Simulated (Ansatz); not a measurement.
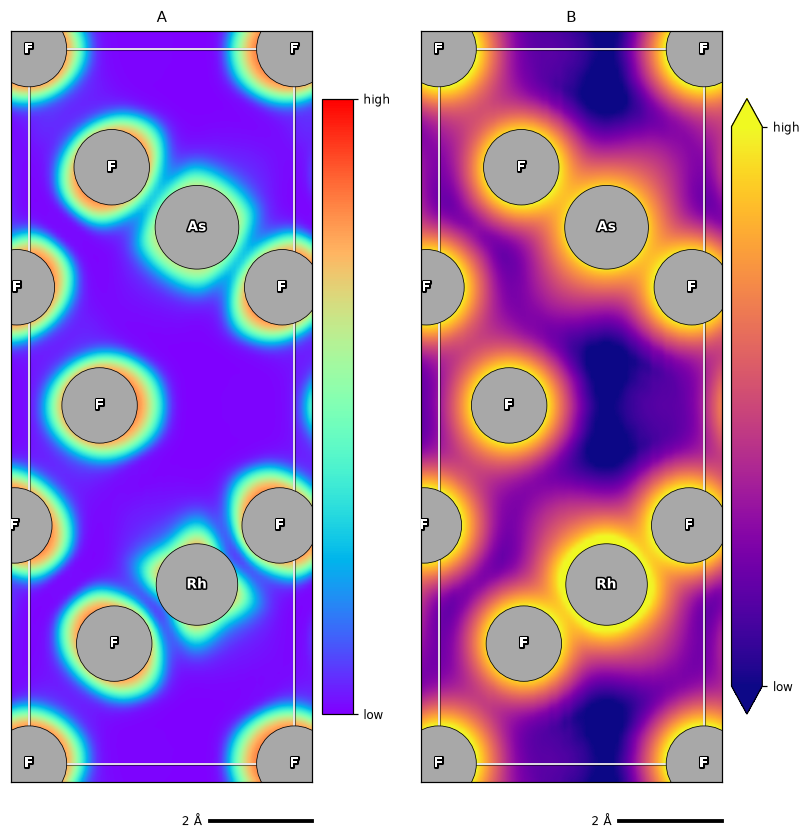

AsRhF₆: 2 fields on the (100) plane of the conventional cell, with unlabelled colour scales. Grey discs cover the atomic cores.

Space group R-3; a structure from a database of computed crystals, not necessarily the ambient phase; started from the MgTiF6-148 prototype, which need not be the ambient phase; computed without spin polarisation.

These are results of Ansatz 0.2.0, DFT, PBEsol, plane waves, PAW, not measurements.

Q: Match the panels to the quantities (electron localisation function and valence pseudo-density).

A: Panel A: electron localisation function. Panel B: valence pseudo-density. From the grid: Rh–F (1.98 Å): the density is about 0.69 e/Å³ at the midpoint; the ELF peaks at about 0.80 in the valence shell of F, 0.6 Å from its nucleus, and is about 0.10 at the midpoint (no localised pair shows between them). As–F (2.03 Å): ρ is about 0.58 e/Å³ halfway; the ELF peaks at about 0.75 in the valence shell of F, 0.5 Å from its nucleus, and drops to about 0.30 between the two atoms.
